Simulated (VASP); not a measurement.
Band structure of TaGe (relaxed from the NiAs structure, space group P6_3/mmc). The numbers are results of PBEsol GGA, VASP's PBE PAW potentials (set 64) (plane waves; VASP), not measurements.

Unless said otherwise, spin-orbit coupling is left out, though it shifts the bands of the heavy elements here.

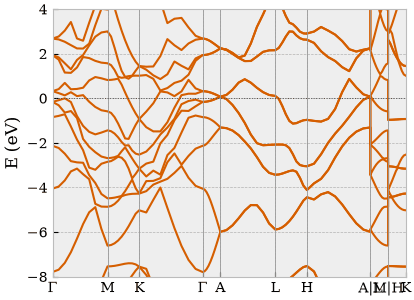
*Bands along high-symmetry lines, zero at the valence-band maximum or, without a gap, the Fermi level*

Read the plot: is there a gap, and where are the band edges?

It has no gap at this level: it comes out as a metal or semimetal. (Edges off the drawn lines would not show.)

The structure was generated: TaGe was put into the NiAs type (P6_3/mmc), which need not be its known phase. It was relaxed first, which changed the volume by -23 %.
